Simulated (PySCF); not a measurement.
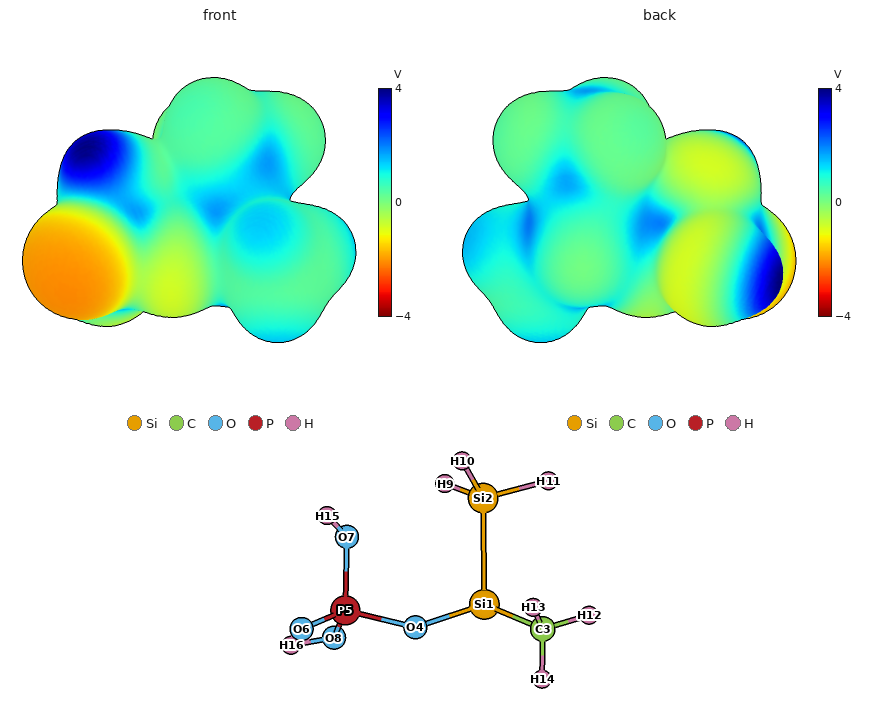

CH8O4PSi2 (SMILES C[Si]([SiH3])OP(=O)(O)O) (doublet). The electrostatic potential painted on the density surface at 0.004 e/bohr³, seen from the front and from behind; the colour scale runs from red (negative) to blue (positive). The bare structure is drawn below in the same view.

Geometry: PBE0-D3(BJ)/def2-SVP.

All numbers below come from UKS B3LYP, IGLO-III on C O P Si, pcH-1 on H, non-relativistic, mean-field spin-orbit, GIAO (PySCF 2.14.0, density-fitted response routines).

```xyz
16

Si   -0.7442    0.4757   -0.8352
Si   -1.0067    1.3798    1.3205
C    -0.1289    1.6990   -2.1147
O     0.4345   -0.7632   -0.8181
P     0.8659   -1.9169    0.1774
O     2.1876   -2.5285   -0.0365
O     0.6940   -1.2358    1.6405
O    -0.4071   -2.8913    0.0901
H    -1.7404    0.4390    2.2138
H     0.2914    1.7775    1.9533
H    -1.8350    2.6171    1.1454
H    -0.8209    2.5526   -2.1842
H     0.8698    2.0753   -1.8388
H    -0.0581    1.2260   -3.1058
H     1.5595   -1.1289    2.0559
H    -0.1727   -3.7888    0.3584
```

Describe the electrostatic potential map.

The most negative region (about −2.1 V) lies over O6, the most positive (about +3.9 V) over H15 and H16. O6 is the likeliest acceptor of a hydrogen bond.
